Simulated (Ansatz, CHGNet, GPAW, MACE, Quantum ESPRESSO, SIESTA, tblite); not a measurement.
# GPAW runs on amorphous Hg20Zn15S35 (70 atoms)

Aim: run amorphous Hg20Zn15S35 (70 atoms) in GPAW and see how near its forces come to a plane-wave reference, and at what cost.

Calculated with GPAW 26.7.0; the method is named at each step.

## Step 1: The starting structure

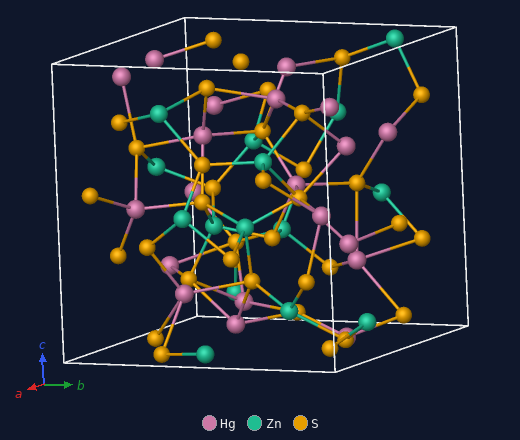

Start, viewed slightly off an axis; mercury pink, zinc teal, sulfur orange. Bonds to atoms that aren't drawn are left out.

The cell holds 70 atoms: 20 Hg, 15 Zn and 35 S. Its edges and angles: a = 11.824 Å, b = 11.824 Å, c = 11.824 Å, α = 90.0°, β = 90.0°, γ = 90.0°. 70 atoms (20 Hg, 15 Zn, 35 S) placed at random at 6.14 g/cm³, melted at 2500 K for 10 ps at fixed volume with the Stillinger-Weber II-VI potential (Zhou et al., Phys. Rev. B 88, 085309 (2013)). Quenched from 2500 K to 700 K at 500 K/ps and fixed volume, held 5 ps, then minimised at fixed cell. Then every atom was moved at random, 0.03 Å r.m.s. a Cartesian component.

The yardstick, on the same geometry:

```
method                 : Kohn-Sham DFT, PBE, PAW, plane waves (Ansatz 0.2.0); cutoff 420 eV, Γ point, fermi-dirac smearing of 0.05 eV; PAW set soft_2
r.m.s. force component : 0.4099 eV/Å
longest force          : 1.42 eV/Å
pressure               : -2.001 GPa
SCF cycles             : 13
time                   : 37 s on 4 threads of Arm Neoverse V1, shared host
CPU time               : 2.2 min
```

## Step 2: PBE, LCAO dzp, h 0.2 Å

Method: Kohn-Sham DFT, PBE, PAW, atomic orbitals (dzp).

Contents of run.py:

```python
import numpy as np
from ase.io import read
from gpaw import GPAW, FermiDirac

atoms = read("structure.xyz")
atoms.calc = GPAW(
    mode="lcao",
    basis="dzp",
    h=0.2,
    xc="PBE",
    kpts={"size": (1, 1, 1), "gamma": True},
    occupations=FermiDirac(0.05),
    maxiter=200,
    symmetry={"point_group": False},
    txt="gpaw.txt",
)
energy = atoms.get_potential_energy(force_consistent=True)
forces = atoms.get_forces()
print(f"energy {energy:.6f} eV")
print("forces (eV/A)")
for i, (a, f) in enumerate(zip(atoms, forces)):
    print(f"{i:4d} {a.symbol:2s} {f[0]:10.5f} {f[1]:10.5f} {f[2]:10.5f}")
print(f"Fermi level {atoms.calc.get_fermi_level():.4f} eV")
for k in range(len(atoms.calc.get_ibz_k_points())):
    for s in range(atoms.calc.get_number_of_spins()):
        e = atoms.calc.get_eigenvalues(kpt=k, spin=s)
        n = np.searchsorted(e, atoms.calc.get_fermi_level())
        print(f"k {k} spin {s} levels about the Fermi level:", np.round(e[max(n - 6, 0):n], 4).tolist(), "|", np.round(e[n:n + 6], 4).tolist())
```

Contents of structure.xyz:

```xyz
70
Lattice="11.82420 0.00000 0.00000 0.00000 11.82420 0.00000 0.00000 0.00000 11.82420" Properties=species:S:1:pos:R:3 pbc="T T T"
Hg 8.89180 3.91866 2.40126
Hg 2.74783 8.44709 2.92282
Hg 0.18280 1.20571 8.41576
Hg 0.98141 0.57300 5.10794
Hg 2.95972 5.82543 10.51786
Hg 4.76645 8.87477 0.20633
Hg 3.33064 0.26593 10.69475
Hg 3.00193 10.15155 8.07841
Hg 6.13286 6.89398 9.78074
Hg 3.10090 3.61620 1.18656
Hg 9.23174 10.21292 5.73710
Hg 4.70863 6.90261 6.15249
Hg 6.50059 0.37424 10.50746
Hg 3.25946 0.52417 2.53546
Hg 6.03720 4.69054 0.77555
Hg 6.32938 9.97040 8.04412
Hg 6.13641 9.80853 4.13268
Hg 7.90980 1.45781 5.51611
Hg 6.30927 3.71812 8.25897
Hg 9.83253 11.06390 10.16255
Zn 8.15621 6.32547 4.98496
Zn 0.75509 9.50618 11.41414
Zn 5.18503 3.49133 4.50443
Zn 0.04671 6.50899 8.31017
Zn 2.52801 4.03938 7.48283
Zn 8.19914 8.12122 1.74431
Zn 8.88163 7.58877 7.73102
Zn 2.01047 4.86176 3.91570
Zn 10.91929 4.97775 5.71133
Zn 0.07709 1.75779 1.02823
Zn 9.95326 3.65521 9.68118
Zn 8.59418 11.70726 1.48701
Zn 11.34343 5.94958 0.45322
Zn 0.24015 8.40393 5.20832
Zn 4.12511 0.54983 6.57863
S 0.75001 3.86864 9.19308
S 9.55726 9.60125 3.14382
S 7.02984 8.16721 6.03862
S 5.30516 2.34947 2.36839
S 0.67457 7.13330 10.57474
S 7.13874 0.22762 3.51214
S 11.09122 11.27650 0.81575
S 1.21576 2.43661 3.20731
S 0.71264 10.32040 3.52267
S 10.51491 6.83261 4.11340
S 4.37188 5.36783 8.18849
S 4.35509 5.59344 3.95732
S 2.70325 10.36923 0.79707
S 3.92753 10.95370 4.64431
S 9.16340 6.94057 11.73032
S 7.26183 6.08249 2.72169
S 9.64713 5.30824 7.66078
S 3.28937 2.55474 5.67278
S 7.75112 2.01082 0.39516
S 10.51266 3.63405 0.24523
S 10.40269 0.73168 6.41014
[... 10 atom lines left out ...]
S 1.93976 2.17305 11.30464
S 9.03676 1.45899 9.11681
S 8.20410 9.04078 9.61556
S 6.38838 0.85453 7.68136
```

On the command line:

```bash
OMP_NUM_THREADS=1 python run.py > output.txt
```

Log:

```text
energy -150.654600 eV
forces (eV/A)
   0 Hg    0.37967    0.18330    0.05798
   1 Hg   -0.63950    0.10264    0.26874
   2 Hg    0.08883    0.32047    0.39810
   3 Hg   -0.34441   -0.30998   -0.19840
   4 Hg   -0.20979    0.26325   -0.14737
   5 Hg    0.46386   -0.15272   -0.04129
   6 Hg    1.02230   -0.52844   -0.78453
   7 Hg    0.33602    0.09875    0.02916
   8 Hg    0.44378    0.46615    0.49751
   9 Hg    0.38335   -0.11266    0.31669
  10 Hg    0.68060    0.11390   -0.36748
  11 Hg   -0.39814    0.07643   -0.31342
  12 Hg   -0.40922    0.30475    0.27716
  13 Hg    0.23631    0.46016    0.28659
  14 Hg    0.41219   -0.26052   -0.25705
  15 Hg   -0.23997    0.39010    0.50972
  16 Hg    0.29778    0.06351   -0.01297
  17 Hg    0.28914    0.53639    0.20340
  18 Hg    0.87509   -0.36940    0.08339
  19 Hg    0.00600    0.05402    0.25423
  20 Zn    0.26691   -0.42145   -0.55587
  21 Zn   -0.02097    0.34768   -0.21082
  22 Zn    0.33813    0.15935    0.04286
  23 Zn   -0.56810   -0.10882   -0.21707
[...]
62 S    -0.17907   -0.46607   -0.35990
  63 S     0.23471    0.41282    0.08020
  64 S     0.04490   -0.01882    0.63600
  65 S    -0.25681    0.20491   -0.44969
  66 S    -0.65753    0.66527   -0.08466
  67 S     0.37335    0.26220    0.48432
  68 S    -0.04562   -0.81615   -0.71335
  69 S    -1.10928    0.05775   -0.32199
Fermi level 4.1010 eV
k 0 spin 0 levels about the Fermi level: [3.9036, 3.9143, 3.9859, 4.0237, 4.054, 4.1] | [4.236, 4.3006, 4.3127, 4.4796, 4.6513, 4.7963]
```

gpaw.txt:

```text
Input parameters:
  mode=LCAO(),
  basis={'default': 'dzp'},
  h=0.2,
  kpts=MonkhorstPack(size=(1, 1, 1), gamma=True),
  maxiter=200,
  occupations=Occupations(name='fermi-dirac', width=0.05, fixmagmom=False),
  symmetry=Symmetry(point_group=False),
  xc=XC(name='PBE')
Unit cell  # Å
| periodic |         x |         y |         z |   lengths |    angles |
|----------|-----------|-----------|-----------|-----------|-----------|
|      yes | 11.824200 |  0.000000 |  0.000000 | 11.824200 | 90.000000 |
|      yes |  0.000000 | 11.824200 |  0.000000 | 11.824200 | 90.000000 |
|      yes |  0.000000 |  0.000000 | 11.824200 | 11.824200 | 90.000000 |
Number of symmetries: 1
Symmetry operations  # r_c * U_cc + t_c -> r_c
|   | kind |            matrix            |
|---|------|------------------------------|
| 0 |  E   |  1, 0, 0,  0, 1, 0,  0, 0, 1 |
BZ-sampling:
  Number of BZ points: 1
  Number of IBZ points: 1
  Monkhorst-Pack size: [1, 1, 1]
  Monkhorst-Pack shift: [0, 0, 0]
[... lines left out ...]
  Fermi-Dirac:
[... lines left out ...]
xc functional:
  name: PBE with 2 nearest neighbor stencil
interpolation: tri-quintic # 5. degree polynomial
Initialization done in: 13.344 s
convergence criteria:
- Maximum [total energy] change in last 3 cyles: 0.0005 eV / valence electron
- Maximum integral of absolute [dens]ity change: 0.0001 electrons / valence electron
- Maximum integral of absolute [eigenst]ate change: 4e-08 eV^2 / valence electron
maximum number of iterations: 200
SCF iterations
|iter     |      energy | eigst |  dens |
|---------|-------------|-------|-------|
|iter:   1| -168.247116 |      c|       |
|iter:   2| -161.696430 |      c| -1.27 |
|iter:   3| -156.395347 |      c| -1.32 |
|iter:   4| -152.454997 |      c| -1.49 |
|iter:   5| -152.355061 |      c| -1.64 |
|iter:   6| -152.609650c|      c| -1.74 |
|iter:   7| -151.158335 |      c| -1.83 |
|iter:   8| -150.906241 |      c| -2.05 |
|iter:   9| -150.589487 |      c| -2.17 |
|iter:  10| -150.571376c|      c| -2.53 |
|iter:  11| -150.524582c|      c| -2.63 |
[...]
|iter:  16| -150.517708c|      c| -3.68 |
|iter:  17| -150.517958c|      c| -3.76 |
|iter:  18| -150.517974c|      c| -4.04c|
Converged in 18 steps
SCF loop duration: 325.291 s (18.072 s/step)
Energy contributions relative to reference atoms: (reference = -11776052.170758)
Energy contributions:
  Kinetic:         393.296852
  Coulomb:        -333.527699
  Zero:              3.853784
  External:          0.000000
  Xc:             -214.004285
  Entropy:          -0.273252
  Spinorbit:         0.000000
  ----------------------------
  Free energy:    -150.654600
  Extrapolated:   -150.517974
dipole moment: (-115.253028, -95.858004, -69.890877)  # |e|*Ang
Fermi level: 4.101
Eigenvalues  # (at kpt = [0.000, 0.000, 0.000])
| band index |      eig [eV] | occ [0-2] |
|------------|---------------|-----------|
|          0 |       -59.131 |     2.000 |
|        ... |               |           |
|        368 |         3.775 |     1.997 |
|        369 |         3.856 |     1.985 |
[...]
|        383 |         4.968 |     0.000 |
|        ... |               |           |
|        453 |        10.459 |     0.000 |
Gap: 0.136 eV
Transition (v -> c):
  (s=0, k=0, n=375, [0.00, 0.00, 0.00]) -> (s=0, k=0, n=376, [0.00, 0.00, 0.00])
No difference between direct/indirect transitions
Force computation time: 46.294  # s
timing:  # [seconds]
  Total:  384.958  # ━━━━━━━━━━━━━━━━━━━━━━━━━━━━━━━━━━━━━━━━━━━━━━━━━━━━━━━━
  Init:    13.343  # ━━
  SCF:    325.291  # ━━━━━━━━━━━━━━━━━━━━━━━━━━━━━━━━━━━━━━━━━━━━━━━╸
  Forces:  46.294  # ━━━━━━╸
```

Run time: 6.5 min. Hardware: 1 thread of Arm Neoverse V1, shared host; peak memory 1.9 GiB.

Banners, paths, timers and routine set-up lines are dropped from the logs unmarked, and long logs keep their key lines alone; longer cuts are marked.

Compared with the plane-wave run:

```
r.m.s. force component                  : 0.4114 eV/Å
r.m.s. difference of force components   : 56.6 meV/Å
longest difference of force vectors     : 251.1 meV/Å
force difference over r.m.s. force      : 13.81 %
slope of forces against the reference's : 0.9941
correlation of force components         : 0.9905
```

Length of the force difference by element (eV/Å):

| element | atoms | mean | most |
| --- | --- | --- | --- |
| Hg | 20 | 0.096 | 0.25 |
| S | 35 | 0.10 | 0.21 |
| Zn | 15 | 0.040 | 0.081 |

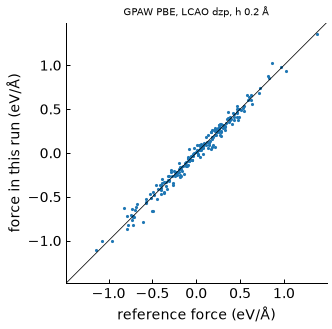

Force components against those of the reference; the line marks equality.

The surroundings of S53, which bears the longest force, nearest first, numbered as they follow in the input and with coordinates relative to it.

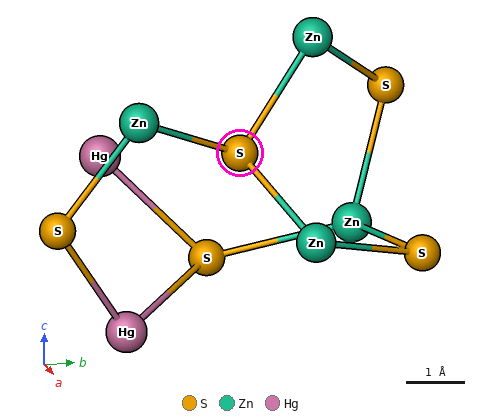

The atoms of the table, within 3.7 Å (arrows a, b, c point along x, y, z); some may hide others; the central atom is ringed.

| atom | x | y | z | distance (Å) | bonds | Fx | Fy | Fz (eV/Å) |
| --- | --- | --- | --- | --- | --- | --- | --- | --- |
| S53 | 0.00 | 0.00 | 0.00 | 0.00 | 4 | 0.04 | -0.37 | 1.35 |
| Zn35 | 0.84 | -2.00 | 0.91 | 2.35 | 3 | 0.98 | 0.38 | -0.26 |
| Zn23 | 1.90 | 0.94 | -1.17 | 2.42 | 4 | 0.34 | 0.16 | 0.04 |
| Zn25 | -0.76 | 1.48 | 1.81 | 2.46 | 4 | -0.23 | -0.35 | -0.33 |
| Hg4 | -2.31 | -1.98 | -0.56 | 3.09 | 4 | -0.34 | -0.31 | -0.20 |
| Zn28 | -1.28 | 2.31 | -1.76 | 3.17 | 4 | 0.14 | 0.30 | -0.09 |
| S43 | -2.07 | -0.12 | -2.47 | 3.22 | 5 | -0.25 | 0.18 | -1.01 |
| S49 | 0.64 | -3.43 | -1.03 | 3.63 | 3 | -0.46 | -0.04 | 0.26 |
| S62 | -1.90 | 3.06 | 0.52 | 3.64 | 4 | -0.59 | -0.07 | -0.27 |
| S47 | 1.07 | 3.04 | -1.72 | 3.65 | 3 | -0.73 | -0.16 | 0.07 |
| Hg14 | -0.03 | -2.03 | -3.14 | 3.74 | 4 | 0.24 | 0.46 | 0.29 |

Atoms are counted from 1 here, from 0 in the log.

Forces lie 14 % from the reference's, at 2.9 times its CPU time (on 1 against 4 cores).

## Step 3: PBE, LCAO sz(dzp), h 0.2 Å

Method: Kohn-Sham DFT, PBE, PAW, atomic orbitals (sz(dzp)).

run.py: that of step 2 with these lines changed.

```diff
@@ -7,3 +7,3 @@
     mode="lcao",
-    basis="dzp",
+    basis="sz(dzp)",
     h=0.2,
```

structure.xyz is that of step 2.

Log:

```text
energy -119.323188 eV
forces (eV/A)
   0 Hg    0.26955    0.08576   -0.09791
   1 Hg   -0.39069    0.05803    0.30474
   2 Hg    0.31813    0.42920    0.50321
   3 Hg   -0.19274   -0.14048   -0.00330
   4 Hg   -0.18075    0.03484   -0.32349
   5 Hg    0.58007   -0.24844   -0.30166
   6 Hg    1.56700   -0.78068   -1.28448
   7 Hg    0.60366    0.14481    0.17277
   8 Hg    0.40128    0.77591    0.67241
   9 Hg    0.49138    0.28671    0.50241
  10 Hg    0.54590    0.13652   -0.31926
  11 Hg   -0.38244    0.20569   -0.29785
  12 Hg   -0.65191    0.24408    0.09410
  13 Hg    0.16930    0.50131    0.11653
  14 Hg    0.55056   -0.47978   -0.30820
  15 Hg   -0.72051    0.39021    0.52316
  16 Hg    0.33630   -0.38304   -0.22359
  17 Hg    0.56119    0.74165    0.44590
  18 Hg    1.02927   -0.77972    0.03221
  19 Hg   -0.06967   -0.12309    0.28183
  20 Zn    0.26784   -0.62565   -0.58618
  21 Zn   -0.13917    0.08575    0.10137
  22 Zn    0.60048    0.02047    0.16769
  23 Zn   -0.28428   -0.15817   -0.07160
[...]
62 S    -0.21685   -0.15253   -0.18850
  63 S     0.30832    0.43204   -0.17283
  64 S    -0.01419    0.16191    0.63768
  65 S    -0.30841   -0.35988   -0.54652
  66 S    -0.85725    0.77721   -0.37711
  67 S     0.13633    0.25206    0.41708
  68 S     0.09305   -0.83825   -0.44911
  69 S    -1.05326    0.21136   -0.24459
Fermi level 4.2926 eV
k 0 spin 0 levels about the Fermi level: [4.0965, 4.1104, 4.176, 4.224, 4.2488, 4.2839] | [4.428, 4.4917, 4.5029, 4.7219, 4.8606, 5.0018]
```

gpaw.txt:

```text
Input parameters:
  mode=LCAO(),
  basis={'default': 'sz(dzp)'},
  h=0.2,
  kpts=MonkhorstPack(size=(1, 1, 1), gamma=True),
  maxiter=200,
  occupations=Occupations(name='fermi-dirac', width=0.05, fixmagmom=False),
  symmetry=Symmetry(point_group=False),
  xc=XC(name='PBE')
Unit cell  # Å
| periodic |         x |         y |         z |   lengths |    angles |
[... lines left out ...]
  Fermi-Dirac:
[... lines left out ...]
convergence criteria:
- Maximum [total energy] change in last 3 cyles: 0.0005 eV / valence electron
[... lines left out ...]
Converged in 19 steps
[... lines left out ...]
  Free energy:    -119.323188
  Extrapolated:   -119.184414
dipole moment: (-113.885333, -95.090765, -70.584354)  # |e|*Ang
Fermi level: 4.293
Eigenvalues  # (at kpt = [0.000, 0.000, 0.000])
| band index |      eig [eV] | occ [0-2] |
|------------|---------------|-----------|
|          0 |       -58.642 |     2.000 |
|        ... |               |           |
|        368 |         3.961 |     1.997 |
|        369 |         4.040 |     1.987 |
[...]
|        383 |         5.214 |     0.000 |
|        ... |               |           |
|        453 |        11.520 |     0.000 |
Gap: 0.144 eV
Transition (v -> c):
  (s=0, k=0, n=375, [0.00, 0.00, 0.00]) -> (s=0, k=0, n=376, [0.00, 0.00, 0.00])
No difference between direct/indirect transitions
Force computation time: 15.196  # s
timing:  # [seconds]
  Total:  154.095  # ━━━━━━━━━━━━━━━━━━━━━━━━━━━━━━━━━━━━━━━━━━━━━━━━━━━━━━━━
  Init:     9.966  # ━━━╸
  SCF:    128.910  # ━━━━━━━━━━━━━━━━━━━━━━━━━━━━━━━━━━━━━━━━━━━━━━━
  Forces:  15.196  # ━━━━━╸
```

It took 2.6 min on 1 thread; peak memory 1.6 GiB.

Numbers from this run, and their distance from the reference:

```yaml
r_m_s_force_component: 0.4362 eV/Å
r_m_s_difference_of_force_components: 220.2 meV/Å
longest_difference_of_force_vectors: 1032 meV/Å
force_difference_over_r_m_s_force: 53.72 %
slope_of_forces_against_the_reference_s: 0.9219
correlation_of_force_components: 0.8663
```

This is a coarse setting, run to see what it loses.

Against the first run (14 %), the force difference from the reference is 54 %, at 0.40 times the CPU time, with 515 basis functions against 1310: the smaller basis costs accuracy.

(Continued in part 2 of 2.)

[Also dropped from logs without a mark: logging warnings of Python, and SIESTA's first energy breakdown and zero terms.]

[Logs are printed without paths, hosts, clocks, repeated set-up lines and the standing remarks that a program may print on its own settings, such as how far it seeks lower states.]

[Hosts, paths, dates, database ids (printed as entryN), source tags and the programs' standing remarks are cut or masked in the printed files.]
